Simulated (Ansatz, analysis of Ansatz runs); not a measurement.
## Y4S3N2 (C2/m), nudged elastic band: Cu_i hop between interstitial places (q = +1)

Wanted: path and barrier of a jump of Cu in Y4S3N2 (C2/m) at charge +1. The case: Cu_i hop between interstitial places, in a cell of 54 host atoms with 1 Cu put in.

Method: plane-wave PAW DFT, PBEsol; nudged elastic band between two relaxed defect structures at fixed charge in a uniform background, in Ansatz 0.2.0.

### 1. Starting point

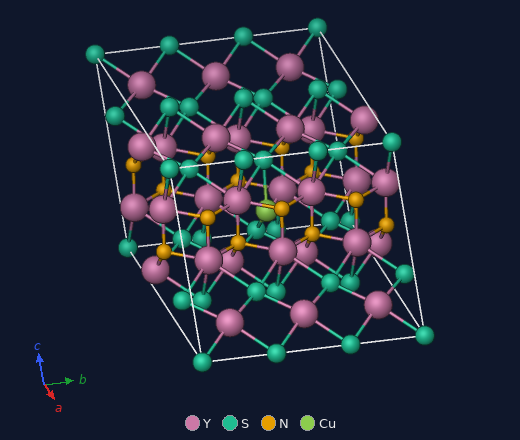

The starting structure, seen slightly off an axis (yttrium pink, sulfur teal, nitrogen orange, copper green). Some periodic images of atoms are drawn too.

The cell holds 55 atoms: 24 Y, 18 S, 12 N and 1 Cu. Cell: a = 12.778 Å, b = 11.374 Å, c = 9.763 Å, α = 90.0°, β = 128.5°, γ = 90.0°. It derives from Y4S3N2 (space group C2/m). Nearest the centre at fractional (0.000, 0.667, 0.500): Cu55 at 1.21 Å, S50 at 2.23 Å, S47 at 2.23 Å, Y37 at 3.27 Å, Y19 at 3.27 Å, Y40 at 3.27 Å, Y22 at 3.27 Å, N51 at 3.46 Å. The cell carries charge +1.

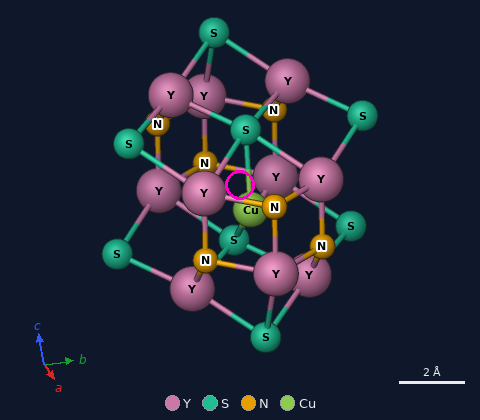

The atoms within 5 Å of the centre. A ring marks the centre wherever it is empty.

As a file:

```xyz
55
Lattice="12.7781 0.0000 -0.0248 0.0000 11.3745 0.0000 -6.0606 0.0000 7.6537" Properties=species:S:1:pos:R:3 pbc="T T T"
Y    -0.6153    1.8957    4.9602
Y     5.7738    0.0000    4.9478
Y     0.9438    0.0000    2.6811
Y     7.3328    1.8957    2.6687
Y     4.6955    0.0000    1.0893
Y    11.0845    1.8957    1.0769
Y    -4.3670    1.8957    6.5520
Y     2.0220    0.0000    6.5396
S     0.0000    0.0000    0.0000
S     6.3891    1.8957   -0.0124
S    -2.5264    0.0000    5.9982
S     3.8626    1.8957    5.9858
S     2.8549    1.8957    1.6431
S     9.2440    0.0000    1.6307
N    -0.3467    1.8957    2.7567
N     6.0423    0.0000    2.7443
N     0.6752    0.0000    4.8846
N     7.0643    1.8957    4.8722
Y    -0.6153    5.6872    4.9602
Y     5.7738    3.7915    4.9478
Y     0.9438    3.7915    2.6811
Y     7.3328    5.6872    2.6687
Y     4.6955    3.7915    1.0893
Y    11.0845    5.6872    1.0769
Y    -4.3670    5.6872    6.5520
Y     2.0220    3.7915    6.5396
S     0.0000    3.7915    0.0000
S     6.3891    5.6872   -0.0124
S    -2.5264    3.7915    5.9982
S     3.8626    5.6872    5.9858
S     2.8549    5.6872    1.6431
S     9.2440    3.7915    1.6307
N    -0.3467    5.6872    2.7567
N     6.0423    3.7915    2.7443
N     0.6752    3.7915    4.8846
N     7.0643    5.6872    4.8722
Y    -0.6153    9.4787    4.9602
Y     5.7738    7.5830    4.9478
Y     0.9438    7.5830    2.6811
Y     7.3328    9.4787    2.6687
Y     4.6955    7.5830    1.0893
Y    11.0845    9.4787    1.0769
Y    -4.3670    9.4787    6.5520
Y     2.0220    7.5830    6.5396
S     0.0000    7.5830    0.0000
S     6.3891    9.4787   -0.0124
S    -2.5264    7.5830    5.9982
S     3.8626    9.4787    5.9858
S     2.8549    9.4787    1.6431
S     9.2440    7.5830    1.6307
N    -0.3467    9.4787    2.7567
N     6.0423    7.5830    2.7443
N     0.6752    7.5830    4.8846
N     7.0643    9.4787    4.8722
Cu   -1.8549    7.5830    3.5484
```

The cell's shortest repeat is 9.8 Å.

### 2. Relaxation of the start point, charge +1

The ends come first: from an unrelaxed start the top is counted from too high an energy, and the barrier comes out too low. Small random displacements break the symmetry of the ideal sites, so that the defect can distort if it gains by it. The charge of +1 is set by the electron count, and a uniform background keeps the cell neutral.

Contents of qp1.start/input.yaml:

```yaml
crystal:
  lattice:
    - [12.77813411, 0.0, -0.02476517]
    - [0.0, 11.37446657, 0.0]
    - [-6.06062451, 0.0, 7.65368011]
  atoms:
    - { symbol: "Y", position: [0.25962613, 0.16666667, 0.64891759] }
    - { symbol: "Y", position: [0.75962613, 0.0, 0.64891759] }
    - { symbol: "Y", position: [0.24037387, 0.0, 0.35108241] }
    - { symbol: "Y", position: [0.74037387, 0.16666667, 0.35108241] }
    - { symbol: "Y", position: [0.43563346, 0.0, 0.14373378] }
    - { symbol: "Y", position: [0.93563346, 0.16666667, 0.14373378] }
    - { symbol: "Y", position: [0.06436654, 0.16666667, 0.85626622] }
    - { symbol: "Y", position: [0.56436654, 0.0, 0.85626622] }
    - { symbol: S, position: [0.0, 0.0, 0.0] }
    - { symbol: S, position: [0.5, 0.16666667, 0.0] }
    - { symbol: S, position: [0.17425595, 0.0, 0.78426088] }
    - { symbol: S, position: [0.67425595, 0.16666667, 0.78426088] }
    - { symbol: S, position: [0.32574405, 0.16666667, 0.21573912] }
    - { symbol: S, position: [0.82574405, 0.0, 0.21573912] }
    - { symbol: "N", position: [0.14391518, 0.16666667, 0.36064226] }
    - { symbol: "N", position: [0.64391518, 0.0, 0.36064226] }
    - { symbol: "N", position: [0.35608482, 0.0, 0.63935774] }
    - { symbol: "N", position: [0.85608482, 0.16666667, 0.63935774] }
    - { symbol: "Y", position: [0.25962613, 0.5, 0.64891759] }
    - { symbol: "Y", position: [0.75962613, 0.33333333, 0.64891759] }
    - { symbol: "Y", position: [0.24037387, 0.33333333, 0.35108241] }
    - { symbol: "Y", position: [0.74037387, 0.5, 0.35108241] }
    - { symbol: "Y", position: [0.43563346, 0.33333333, 0.14373378] }
    - { symbol: "Y", position: [0.93563346, 0.5, 0.14373378] }
    - { symbol: "Y", position: [0.06436654, 0.5, 0.85626622] }
    - { symbol: "Y", position: [0.56436654, 0.33333333, 0.85626622] }
    - { symbol: S, position: [0.0, 0.33333333, 0.0] }
    - { symbol: S, position: [0.5, 0.5, 0.0] }
    - { symbol: S, position: [0.17425595, 0.33333333, 0.78426088] }
    - { symbol: S, position: [0.67425595, 0.5, 0.78426088] }
    - { symbol: S, position: [0.32574405, 0.5, 0.21573912] }
    - { symbol: S, position: [0.82574405, 0.33333333, 0.21573912] }
    - { symbol: "N", position: [0.14391518, 0.5, 0.36064226] }
    - { symbol: "N", position: [0.64391518, 0.33333333, 0.36064226] }
    - { symbol: "N", position: [0.35608482, 0.33333333, 0.63935774] }
    - { symbol: "N", position: [0.85608482, 0.5, 0.63935774] }
    - { symbol: "Y", position: [0.25962613, 0.83333333, 0.64891759] }
    - { symbol: "Y", position: [0.75962613, 0.66666667, 0.64891759] }
    - { symbol: "Y", position: [0.24037387, 0.66666667, 0.35108241] }
    - { symbol: "Y", position: [0.74037387, 0.83333333, 0.35108241] }
    - { symbol: "Y", position: [0.43563346, 0.66666667, 0.14373378] }
    - { symbol: "Y", position: [0.93563346, 0.83333333, 0.14373378] }
    - { symbol: "Y", position: [0.06436654, 0.83333333, 0.85626622] }
    - { symbol: "Y", position: [0.56436654, 0.66666667, 0.85626622] }
    - { symbol: S, position: [0.0, 0.66666667, 0.0] }
    - { symbol: S, position: [0.5, 0.83333333, 0.0] }
    - { symbol: S, position: [0.17425595, 0.66666667, 0.78426088] }
    - { symbol: S, position: [0.67425595, 0.83333333, 0.78426088] }
    - { symbol: S, position: [0.32574405, 0.83333333, 0.21573912] }
    - { symbol: S, position: [0.82574405, 0.66666667, 0.21573912] }
    - { symbol: "N", position: [0.14391518, 0.83333333, 0.36064226] }
    - { symbol: "N", position: [0.64391518, 0.66666667, 0.36064226] }
    - { symbol: "N", position: [0.35608482, 0.66666667, 0.63935774] }
    - { symbol: "N", position: [0.85608482, 0.83333333, 0.63935774] }
    - { symbol: Cu, position: [0.074849, 0.666667, 0.46386] }
total_charge: 1
basis:
  ecutwfc: 420
  xc_grid: 2
hamiltonian:
  xc: pbesol
kpoints:
  mp_grid: { grid: [1, 1, 1], shift: [0.25, 0.25, 0.25] }
scf:
  occupations: { method: fixed }
  max_iter: 120
output:
  forces: true
relax:
  f_tol: 0.02
  max_steps: 70
  random_displacement: { amplitude: 0.03, seed: 3000 }
```

On the command line:

```console
> ansatz run input.yaml --threads 32 --pin off --max-ram 84787MiB --backend cuda --events-out ev --progress --plain --runs-dir out --max-vram 78GiB
```

The log of the run:

```text
[...]
Engine: ansatz 0.2.0, aarch64-unknown-linux-gnu
[...]
Pseudopotential: Y, paw, valence charge 11, recommended cutoff 420 eV (normal), Y.paw.azcp
Pseudopotential: S, paw, valence charge 6, recommended cutoff 420 eV (normal), S.paw.azcp
Pseudopotential: N, paw, valence charge 5, recommended cutoff 420 eV (normal), N.paw.azcp
Pseudopotential: Cu, paw, valence charge 19, recommended cutoff 420 eV (normal), Cu.paw.azcp
Functional definition: PBEsol
[...]
Crystal: 55 atoms, lattice volume = 1110.713 Å³
Basis set: ecut = 420 eV, 21699 PW (Γ), exchange–correlation on 180×160×144 points (8 copies of the dense FFT grid, shifted against one another)
Bands: 280, of which v1, the nominal top of the filled ones, is band 225 counted from 1 (224 counted from 0)
[...]
SCF iter   2: F=—  HF=-118257.404274 eV  |F-HF|=—  |Δ(HF+E_count)|=   1.60e-1  Δρ=5.90e-3  dr2=2.99e-1  ethr=2.16e-4  ⟨swp⟩=3.0  Hψ=528  notcnv=0  defer=53
[...]
SCF iter   9: F=-118257.342906 eV  HF=-118257.342907 eV  |F-HF|=9.30e-7  |Δ(HF+E_count)|=   4.72e-6  Δρ=9.45e-6  dr2=1.69e-6  ethr=2.22e-9  ⟨swp⟩=4.0  Hψ=816  notcnv=0
SCF 1 converged in 9 iterations: F = -118257.342906 eV  dr2 = 1.69e-6
[...]
relax step   1: F+E_penalty+E_count = -118257.34290640 eV  Δ(F+E_penalty+E_count) = +0.000e0 eV  max|allowed force component| = 1.871e0 eV/Å  Δτ_max = 0.0000 Å  (9 SCF iters, dr2 threshold 1.00e-5 eV, [...]
[...]
SCF iter   1: F=—  HF=-118258.320048 eV  |F-HF|=—  |Δ(HF+E_count)|=         —  Δρ=9.11e-3  dr2=1.13e0  ethr=2.44e-4  ⟨swp⟩=1.0  Hψ=806  notcnv=0  defer=53
[...]
SCF 8 converged in 6 iterations: F = -118258.647481 eV  dr2 = 3.78e-8
[...]
SCF converged after 6 iterations
[...]
--- Relaxed structure (8 steps of the walk, 8 accepted, 0 SCFs on fresh bases) ---
[...]
```

The job ended after 4.7 s (1 × NVIDIA GB200 with 32 threads of Arm Neoverse V2, shared host; peak memory 1.5 GiB; 22 s of CPU time).

Relaxation path:

```csv
step,energy less that of the first step (eV),largest force component (eV/Å)
1,0.0000,1.8710
2,-0.7286,1.0184
3,-1.1860,0.3523
4,-1.2672,0.2562
5,-1.2903,0.1451
6,-1.3030,0.0420
7,-1.3042,0.0217
8,-1.3046,0.0087
```

The atoms that moved most (Å, from the sites as typed, ahead of the random displacement, the mean shift of all atoms taken out):

```csv
atom,dx,dy,dz,length
S47,-0.068,0.003,-0.463,0.468
Cu55,0.005,-0.010,-0.340,0.341
N33,-0.149,0.148,0.057,0.218
N51,-0.145,-0.146,0.055,0.213
Y19,0.040,-0.011,0.089,0.099
Y37,0.039,0.013,0.087,0.096
Y24,-0.014,-0.012,-0.089,0.091
Y42,-0.014,0.009,-0.086,0.088
```

Neighbours of Cu55 at the end:

```csv
atom,distance (Å)
N33,2.238
S50,2.253
N51,2.258
S47,2.443
Y39,2.871
Y24,2.905
Y42,2.914
Y19,2.935
Y37,2.947
```

Read from the output:

```yaml
free_energy: -118258.6475 eV
r_m_s_move_of_the_farther_half_of_the_atoms: 0.02678 Å
largest_move_from_the_ideal_geometry_of_this_structure_a_common_shift_of_the_far_atoms_taken_out: 0.4841 Å
```

The relaxation gained 1.305 eV and ended with a largest force component of 0.0087 eV/Å.

### 3. Relaxation of the end point, charge +1

The end point is relaxed in the same cell and settings, so that the two energies compare. Atoms more than 3.2 Å from the middle of the hop start where the first relaxation left them, the nearer ones on or close to their ideal places, with small random displacements.

Contents of qp1.end/input.yaml:

```yaml
crystal:
  lattice:
    - [12.77813411, 0.0, -0.02476517]
    - [0.0, 11.37446657, 0.0]
    - [-6.06062451, 0.0, 7.65368011]
  atoms:
    - { symbol: "Y", position: [0.2597417, 0.1668107, 0.64893768] }
    - { symbol: "Y", position: [0.75902409, 0.00142716, 0.64864518] }
    - { symbol: "Y", position: [0.23745617, -0.00109585, 0.35044268] }
    - { symbol: "Y", position: [0.74186598, 0.16653487, 0.35163018] }
    - { symbol: "Y", position: [0.43575903, 0.00070103, 0.14575642] }
    - { symbol: "Y", position: [0.93415382, 0.16657403, 0.14191051] }
    - { symbol: "Y", position: [0.06614639, 0.16678667, 0.85724722] }
    - { symbol: "Y", position: [0.56539812, 0.00109279, 0.85634397] }
    - { symbol: S, position: [0.00144377, -0.00075138, 0.00098412] }
    - { symbol: S, position: [0.4998333, 0.16670383, -0.00033221] }
    - { symbol: S, position: [0.17587495, 0.00043975, 0.78442294] }
    - { symbol: S, position: [0.67380714, 0.16669789, 0.78257091] }
    - { symbol: S, position: [0.32766924, 0.16665117, 0.22378985] }
    - { symbol: S, position: [0.82604802, -0.0003961, 0.21496174] }
    - { symbol: "N", position: [0.14401343, 0.16658166, 0.35885039] }
    - { symbol: "N", position: [0.64478643, 0.00063478, 0.35998258] }
    - { symbol: "N", position: [0.3559575, -0.00018175, 0.63799939] }
    - { symbol: "N", position: [0.8575265, 0.16676223, 0.6416084] }
    - { symbol: "Y", position: [0.26757242, 0.49905191, 0.65886113] }
    - { symbol: "Y", position: [0.75896136, 0.33229012, 0.64862392] }
    - { symbol: "Y", position: [0.2374077, 0.33407429, 0.35031898] }
    - { symbol: "Y", position: [0.74278542, 0.49747358, 0.3538692] }
    - { symbol: "Y", position: [0.43573159, 0.33235695, 0.14573431] }
    - { symbol: "Y", position: [0.92827447, 0.49898342, 0.13036386] }
    - { symbol: "Y", position: [0.06278319, 0.50044912, 0.8492768] }
    - { symbol: "Y", position: [0.56533945, 0.33245176, 0.85611894] }
    - { symbol: S, position: [0.00138549, 0.33414254, 0.00091041] }
    - { symbol: S, position: [0.50314749, 0.50059104, 0.00415803] }
    - { symbol: S, position: [0.17564619, 0.33294461, 0.78416073] }
    - { symbol: S, position: [0.67140614, 0.49951643, 0.7789306] }
    - { symbol: S, position: [0.32319285, 0.50078541, 0.21244688] }
    - { symbol: S, position: [0.82580783, 0.33378505, 0.21463569] }
    - { symbol: "N", position: [0.13497753, 0.51304741, 0.36625223] }
    - { symbol: "N", position: [0.64472868, 0.33261254, 0.35992607] }
    - { symbol: "N", position: [0.35584772, 0.33368028, 0.63779665] }
    - { symbol: "N", position: [0.85456788, 0.49884109, 0.64022559] }
    - { symbol: "Y", position: [0.26729293, 0.8344842, 0.65849675] }
    - { symbol: "Y", position: [0.75960356, 0.66690985, 0.64954243] }
    - { symbol: "Y", position: [0.24532361, 0.6665499, 0.35523764] }
    - { symbol: "Y", position: [0.74279188, 0.8355562, 0.35391489] }
    - { symbol: "Y", position: [0.44129612, 0.66653988, 0.14864405] }
    - { symbol: "Y", position: [0.9284254, 0.83414081, 0.13071366] }
    - { symbol: "Y", position: [0.06289503, 0.83331048, 0.84972142] }
    - { symbol: "Y", position: [0.56847842, 0.66681919, 0.85881419] }
    - { symbol: S, position: [0.00241738, 0.66672168, -0.00337351] }
    - { symbol: S, position: [0.50310954, 0.83269877, 0.0041305] }
    - { symbol: S, position: [0.17425595, 0.66666667, 0.78426088] }
    - { symbol: S, position: [0.67144231, 0.83385956, 0.77894022] }
    - { symbol: S, position: [0.32335265, 0.83250899, 0.21267776] }
    - { symbol: S, position: [0.82574405, 0.66666667, 0.21573912] }
    - { symbol: "N", position: [0.13522745, 0.82053752, 0.36611077] }
    - { symbol: "N", position: [0.64581558, 0.66660334, 0.36099769] }
    - { symbol: "N", position: [0.36353731, 0.66675543, 0.64497586] }
    - { symbol: "N", position: [0.85463414, 0.83459096, 0.64031944] }
    - { symbol: Cu, position: [-0.0748, 0.6667, 0.5361] }
total_charge: 1
basis:
  ecutwfc: 420
  xc_grid: 2
hamiltonian:
  xc: pbesol
kpoints:
  mp_grid: { grid: [1, 1, 1], shift: [0.25, 0.25, 0.25] }
scf:
  occupations: { method: fixed }
  max_iter: 120
output:
  forces: true
relax:
  f_tol: 0.02
  max_steps: 70
  random_displacement: { amplitude: 0.01, seed: 3000 }
```

The log of the run:

```text
[...]
Crystal: 55 atoms, lattice volume = 1110.713 Å³
Basis set: ecut = 420 eV, 21699 PW (Γ), exchange–correlation on 180×160×144 points (8 copies of the dense FFT grid, shifted against one another)
Bands: 280, of which v1, the nominal top of the filled ones, is band 225 counted from 1 (224 counted from 0)
[...]
SCF iter   2: F=—  HF=-118257.170865 eV  |F-HF|=—  |Δ(HF+E_count)|=   1.66e-1  Δρ=5.87e-3  dr2=2.97e-1  ethr=2.22e-4  ⟨swp⟩=2.0  Hψ=527  notcnv=0  defer=53
[...]
SCF iter   9: F=-118257.110122 eV  HF=-118257.110124 eV  |F-HF|=1.59e-6  |Δ(HF+E_count)|=   5.82e-6  Δρ=1.22e-5  dr2=2.64e-6  ethr=2.22e-9  ⟨swp⟩=4.0  Hψ=824  notcnv=0
SCF 1 converged in 9 iterations: F = -118257.110122 eV  dr2 = 2.64e-6
[...]
relax step   1: F+E_penalty+E_count = -118257.11012194 eV  Δ(F+E_penalty+E_count) = +0.000e0 eV  max|allowed force component| = 1.410e0 eV/Å  Δτ_max = 0.0000 Å  (9 SCF iters, dr2 threshold 1.00e-5 eV, [...]
[...]
SCF 8 converged in 6 iterations: F = -118258.647476 eV  dr2 = 8.40e-8
[...]
SCF converged after 6 iterations
[...]
--- Relaxed structure (8 steps of the walk, 8 accepted, 0 SCFs on fresh bases) ---
[...]
```

The job ended after 5 s (1 × NVIDIA GB200 with 32 threads; peak memory 1.5 GiB; 23 s of CPU time).

The steps of the relaxation:

```csv
step,energy less that of the first step (eV),largest force component (eV/Å)
1,0.0000,1.4100
2,-1.0569,0.8279
3,-1.4424,0.4260
4,-1.5139,0.1987
5,-1.5311,0.0898
6,-1.5351,0.0536
7,-1.5367,0.0276
8,-1.5374,0.0080
```

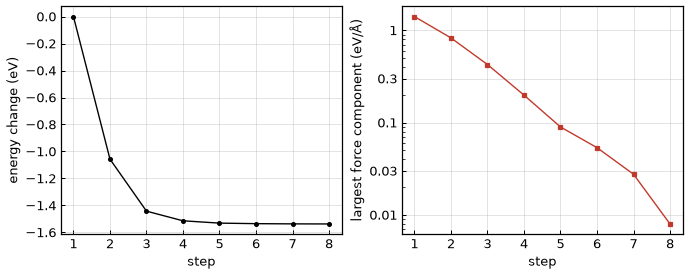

Energy and largest force along the relaxation.

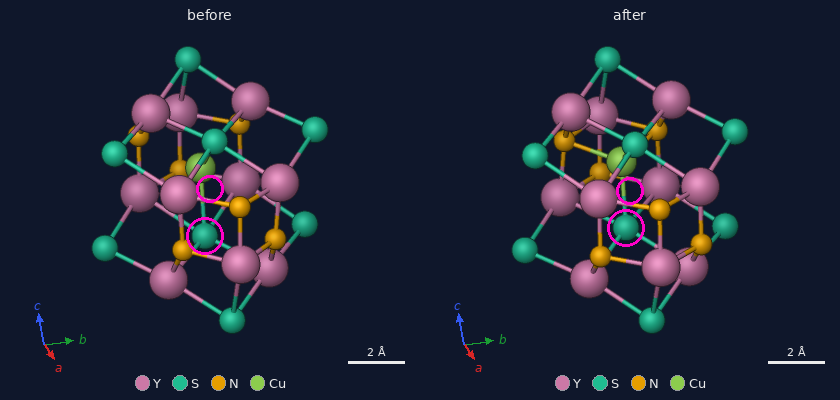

Before and after: the atoms that start within 5 Å of the centre. S50, which moves most, is ringed if it is among them. A ring with no atom in it marks the empty centre.

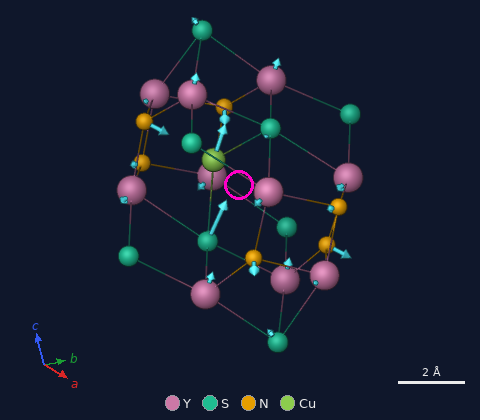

Displacements in the relaxation from the typed sites near the centre, exaggerated; the longest in the cell stands for 0.47 Å. A ring marks the centre wherever it is empty.

The atoms that moved most (Å, from the sites as typed, ahead of the random displacement):

```csv
atom,dx,dy,dz,length
S50,0.070,-0.003,0.465,0.470
Cu55,-0.002,0.013,0.339,0.339
N54,0.177,-0.163,-0.063,0.249
N33,0.175,-0.162,-0.063,0.247
N51,0.172,0.158,-0.061,0.241
N36,0.171,0.159,-0.061,0.241
Y42,-0.006,-0.014,0.141,0.142
Y24,-0.005,0.012,0.140,0.140
```

Neighbours of Cu55 at the end:

```csv
atom,distance (Å)
N54,2.235
S47,2.252
N36,2.263
S50,2.440
Y38,2.873
Y43,2.905
Y25,2.917
Y40,2.932
Y22,2.948
```

This step gave:

```
free energy                                                                                       : -118258.6475 eV
r.m.s. move of the farther half of the atoms                                                      : 0.02640 Å
largest move from the ideal geometry of this structure, a common shift of the far atoms taken out : 0.4841 Å
```

The relaxation gained 1.537 eV and ended with a largest force component of 0.0080 eV/Å. The end lies within 1 meV of the start.

(Continued in part 2 of 3.)

[Logs are printed without paths, hosts, clocks, repeated set-up lines and the standing remarks that a program may print on its own settings, such as how far it seeks lower states.]

[Hosts, paths, dates, database ids (printed as entryN), source tags and the programs' standing remarks are cut or masked in the printed files.]
